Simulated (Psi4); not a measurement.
Run report: CH$_{4}$N, single-point calculation (part 2 of 2)

Continued. System: CH$_{4}$N, multiplicity 2. Method: OMP2.5/DZ, UHF, ZORA (Psi4 1.11). The geometry comes from this level: PBE0-D4/def2-TZVP.

Geometry of the input (Å):
```
C  -0.0681  -0.2733  -0.2373
N  -0.2842  0.4231  0.9924
H  -0.2673  0.3735  -1.1060
H  -0.7129  -1.1513  -0.3037
H  0.9789  -0.5971  -0.3422
H  0.3536  1.2251  0.9967
```

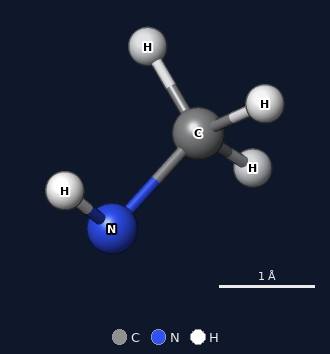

The structure as given in the input (ball-and-stick view, seen at a tilt).

What the program printed, continued:
```
  Module OCC Options:
  ----------------------------------------------------------------------------
  ACTIVE                        => (empty)
  BASIS_RELATIVISTIC            => (empty)
  BENCH                         => (empty)
  CACHELEVEL                    => (empty)
  CCL_ENERGY                    => (empty)
  CC_MAXITER                    => (empty)
  CC_TYPE                       => (empty)
  CEPA_OS_SCALE                 => (empty)
  CEPA_SOS_SCALE                => (empty)
  CEPA_SS_SCALE                 => (empty)
  CEPA_TYPE                     => (empty)
  CI_TYPE                       => (empty)
  CUBEPROP_BASIS_FUNCTIONS      => (empty)
  CUBEPROP_FILEPATH             => (empty)
  CUBEPROP_ISOCONTOUR_THRESHOLD => (empty)
  CUBEPROP_ORBITALS             => (empty)
  CUBEPROP_TASKS                => (empty)
  CUBIC_BASIS_TOLERANCE         => (empty)
  CUBIC_BLOCK_MAX_POINTS        => (empty)
  CUBIC_GRID_OVERAGE            => (empty)
  CUBIC_GRID_SPACING            => (empty)
  CUTOFF                        => (empty)
  DDX                           => (empty)
  DEBUG                         => (empty)
  DERTYPE                       => (empty)
  DF_BASIS_CC                   => (empty)
  DIE_IF_NOT_CONVERGED          => (empty)
  DIIS_MAX_VECS                 => (empty)
  DIIS_MIN_VECS                 => (empty)
  DKH_ORDER                     => (empty)
  DOCC                          => (empty)
  DO_DIIS                       => (empty)
  DO_LEVEL_SHIFT                => (empty)
  DO_SCS                        => (empty)
  DO_SOS                        => (empty)
  E3_SCALE                      => (empty)
  EA_POLES                      => (empty)
  EKT_EA                        => (empty)
  EKT_IP                        => (empty)
  EP_EA_POLES                   => (empty)
  EP_IP_POLES                   => (empty)
  EP_MAXITER                    => (empty)
  EXTERNAL_POTENTIAL_SYMMETRY   => (empty)
  E_CONVERGENCE                 => 1e-06           !
  FREEZE_CORE                   => (empty)
  FREEZE_CORE_POLICY            => (empty)
  FROZEN_DOCC                   => (empty)
  FROZEN_UOCC                   => (empty)
  INTEGRAL_PACKAGE              => (empty)
  IP_POLES                      => (empty)
  LEVEL_SHIFT                   => (empty)
  LITERAL_CFOUR                 => (empty)
  LS_THC_BASIS_TOLERANCE        => (empty)
  LS_THC_DF                     => (empty)
  LS_THC_PRUNING_SCHEME         => (empty)
  LS_THC_RADIAL_POINTS          => (empty)
  LS_THC_SPHERICAL_POINTS       => (empty)
  LS_THC_S_EPSILON              => (empty)
  LS_THC_WEIGHTS_TOLERANCE      => (empty)
  MAT_NUM_COLUMN_PRINT          => (empty)
  MAX_MOGRAD_CONVERGENCE        => (empty)
  MAX_RADIAL_MOMENT             => (empty)
  MBIS_D_CONVERGENCE            => (empty)
  MBIS_MAXITER                  => (empty)
  MBIS_PRUNING_SCHEME           => (empty)
  MBIS_RADIAL_POINTS            => (empty)
  MBIS_SPHERICAL_POINTS         => (empty)
  MOGRAD_DAMPING                => (empty)
  MOLDEN_WITH_VIRTUAL           => (empty)
  MO_MAXITER                    => (empty)
  MO_READ                       => (empty)
  MO_STEP_MAX                   => (empty)
  MO_WRITE                      => (empty)
  MP2_OS_SCALE                  => (empty)
  MP2_SOS_SCALE                 => (empty)
  MP2_SOS_SCALE2                => (empty)
  MP2_SS_SCALE                  => (empty)
  MP2_TYPE                      => (empty)
  MP_TYPE                       => CONV            !
  NAT_ORBS                      => (empty)
  NUM_FROZEN_DOCC               => (empty)
  NUM_FROZEN_UOCC               => (empty)
  NUM_GPUS                      => (empty)
  OCC_ORBS_PRINT                => (empty)
  OEPROP                        => (empty)
  OPT_METHOD                    => (empty)
  ORBITAL_OPTIMIZER_PACKAGE     => (empty)
  ORB_OPT                       => TRUE            !
  ORB_RESP_SOLVER               => (empty)
  ORTH_TYPE                     => (empty)
  OS_SCALE                      => (empty)
  PARENT_SYMMETRY               => (empty)
  PCG_BETA_TYPE                 => (empty)
  PCG_CONVERGENCE               => (empty)
  PCG_MAXITER                   => (empty)
  PCM                           => (empty)
  PE                            => (empty)
  PRINT                         => (empty)
  PRINT_NOONS                   => (empty)
  PROPERTIES                    => (empty)
  PROPERTIES_ORIGIN             => (empty)
  PUREAM                        => (empty)
  QC_MODULE                     => (empty)
  RAS1                          => (empty)
  RAS2                          => (empty)
  RAS3                          => (empty)
  RAS4                          => (empty)
  RELATIVISTIC                  => ZORA            !
  RELAXED                       => (empty)
  REMP_A                        => (empty)
  RESTRICTED_DOCC               => (empty)
  RESTRICTED_UOCC               => (empty)
  RMS_MOGRAD_CONVERGENCE        => (empty)
  R_CONVERGENCE                 => (empty)
  SCF_TYPE                      => (empty)
  SCREENING                     => (empty)
  SCS_TYPE                      => (empty)
  SOCC                          => (empty)
  SOS_TYPE                      => (empty)
  SPIN_SCALE_TYPE               => NONE            !
  SS_SCALE                      => (empty)
  SYMMETRIZE                    => (empty)
  TPDM_ABCD_TYPE                => (empty)
  WFN                           => (empty)
  WFN_TYPE                      => OMP2.5          !
  WRITER_FILE_LABEL             => (empty)
  ZORA_BASIS_TOLERANCE          => (empty)
  ZORA_NR_DEBUG                 => (empty)
  ZORA_PRUNING_SCHEME           => (empty)
  ZORA_RADIAL_POINTS            => (empty)
  ZORA_SPHERICAL_POINTS         => (empty)

 ==============================================================================
 ==============================================================================
 ==============================================================================

                             OMP2.5 (OO-MP2.5)

 ==============================================================================
 ==============================================================================
 ==============================================================================

	For this energy convergence, default RMS orbital gradient is:     3.16e-07
	For this energy convergence, default MAX orbital gradient is:     2.00e-06
	MO spaces per irreps...

	IRREP   FC   AOCC  BOCC  AVIR    BVIR  FV
	==========================================
	   A     0     9     8    19     20     0
	==========================================

	Computing MP2 energy using SCF MOs (Canonical MP2)...
	==============================================================================
	Nuclear Repulsion Energy (a.u.)    :    36.26936159030437
	SCF Energy (a.u.)                  :   -94.63182881899660
	REF Energy (a.u.)                  :   -94.63182881899665
	Alpha-Alpha Contribution (a.u.)    :    -0.01933038556953
	Alpha-Beta Contribution (a.u.)     :    -0.15816408898355
	Beta-Beta Contribution (a.u.)      :    -0.01451801430036
	Scaled_SS Correlation Energy (a.u.):    -0.01128279995663
	Scaled_OS Correlation Energy (a.u.):    -0.18979690678026
	SCS-MP2 Total Energy (a.u.)        :   -94.83290852573354
	SOS-MP2 Total Energy (a.u.)        :   -94.83744213467526
	SCSN-MP2 Total Energy (a.u.)       :   -94.69140200276766
	SCS-MP2-VDW Total Energy (a.u.)    :   -94.85120305283054
	SOS-PI-MP2 Total Energy (a.u.)     :   -94.85325854357362
	MP2 Correlation Energy (a.u.)      :    -0.19201248885344
	MP2 Total Energy (a.u.)            :   -94.82384130785009
	==============================================================================

	Computing MP2.5 energy using SCF MOs (Canonical MP2.5)...
	==============================================================================
	Nuclear Repulsion Energy (a.u.)    :    36.26936159030437
	SCF Energy (a.u.)                  :   -94.63182881899660
	REF Energy (a.u.)                  :   -94.63182881899665
	Alpha-Alpha Contribution (a.u.)    :    -0.01891914283243
	Alpha-Beta Contribution (a.u.)     :    -0.16951680104625
	Beta-Beta Contribution (a.u.)      :    -0.01412368202086
	0.5 Energy Correction (a.u.)       :    -0.01054713704612
	MP2.5 Correlation Energy (a.u.)    :    -0.20255962589955
	MP2.5 Total Energy (a.u.)          :   -94.83438844489621
	==============================================================================

	Number of alpha independent-pairs:171
	Number of beta independent-pairs :160

 ==============================================================================
 ================ Performing OMP2.5 iterations... =============================
 ==============================================================================
	            Minimizing MP2.5-L Functional
	            ---------------------------
 Iter       E_total           DE           RMS MO Grad      MAX MO Grad      RMS T2
 ----    ---------------    ----------     -----------      -----------     ----------
   1     -94.8347109138     -3.22e-04       1.70e-03         1.15e-02        1.55e-07
   2     -94.8353585335     -6.48e-04       7.48e-04         6.21e-03        7.22e-08
   3     -94.8357439536     -3.85e-04       6.43e-04         5.33e-03        1.78e-08
   4     -94.8360476789     -3.04e-04       1.50e-04         1.32e-03        2.45e-08
   5     -94.8360367457      1.09e-05       5.27e-05         3.88e-04        3.59e-09
   6     -94.8360309778      5.77e-06       2.47e-05         2.30e-04        5.13e-09
   7     -94.8360350033     -4.03e-06       8.16e-06         4.08e-05        9.39e-10
   8     -94.8360350591     -5.58e-08       4.67e-06         2.30e-05        3.40e-10
   9     -94.8360359527     -8.94e-07       1.50e-06         7.07e-06        2.95e-10
  10     -94.8360360646     -1.12e-07       6.22e-07         3.06e-06        1.53e-10
  11     -94.8360360947     -3.01e-08       2.17e-07         8.60e-07        8.25e-11

 ==============================================================================
 ======================== OMP2.5 ITERATIONS ARE CONVERGED =====================
 ==============================================================================

	Computing MP2 energy using optimized MOs...
	==============================================================================
	Nuclear Repulsion Energy (a.u.)    :    36.26936159030437
	SCF Energy (a.u.)                  :   -94.63182881899660
	REF Energy (a.u.)                  :   -94.62996216746144
	Alpha-Alpha Contribution (a.u.)    :    -0.01981848562271
	Alpha-Beta Contribution (a.u.)     :    -0.16064816957839
	Beta-Beta Contribution (a.u.)      :    -0.01538225853737
	Scaled_SS Correlation Energy (a.u.):    -0.01173358138669
	Scaled_OS Correlation Energy (a.u.):    -0.19277780349407
	SCS-MP2 Total Energy (a.u.)        :   -94.83447355234220
	SOS-MP2 Total Energy (a.u.)        :   -94.83880478791335
	SCSN-MP2 Total Energy (a.u.)       :   -94.69191547718317
	SCS-MP2-VDW Total Energy (a.u.)    :   -94.85319219660182
	SOS-PI-MP2 Total Energy (a.u.)     :   -94.85486960487118
	MP2 Correlation Energy (a.u.)      :    -0.20607392727002
	MP2 Total Energy (a.u.)            :   -94.82581108119992
	==============================================================================

	Computing MP2.5 energy using optimized MOs...
	==============================================================================
	Nuclear Repulsion Energy (a.u.)    :    36.26936159030437
	SCF Energy (a.u.)                  :   -94.63182881899660
	REF Energy (a.u.)                  :   -94.62996216746144
	Alpha-Alpha Contribution (a.u.)    :    -0.01932981382535
	Alpha-Beta Contribution (a.u.)     :    -0.17183464578164
	Beta-Beta Contribution (a.u.)      :    -0.01490946766302
	0.5 Energy Correction (a.u.)       :    -0.01022501353154
	MP2.5 Correlation Energy (a.u.)    :    -0.20607392727002
	MP2.5 Total Energy (a.u.)          :   -94.83603609473145
	==============================================================================

	==============================================================================
	================ OMP2.5 FINAL RESULTS ========================================
	==============================================================================
	Nuclear Repulsion Energy (a.u.)    :    36.26936159030437
	SCF Energy (a.u.)                  :   -94.63182881899660
	REF Energy (a.u.)                  :   -94.62996216746144
	OMP2.5 Correlation Energy (a.u.)   :    -0.20420727573486
	Eomp2.5 - Eref (a.u.)              :    -0.20607392727001
	OMP2.5 Total Energy (a.u.)         :   -94.83603609473145
	==============================================================================

	total time  =          2 seconds =       0.03 minutes
```

Standard output:
```
total energy -94.83603609 hartree = -2580.61998 eV
```
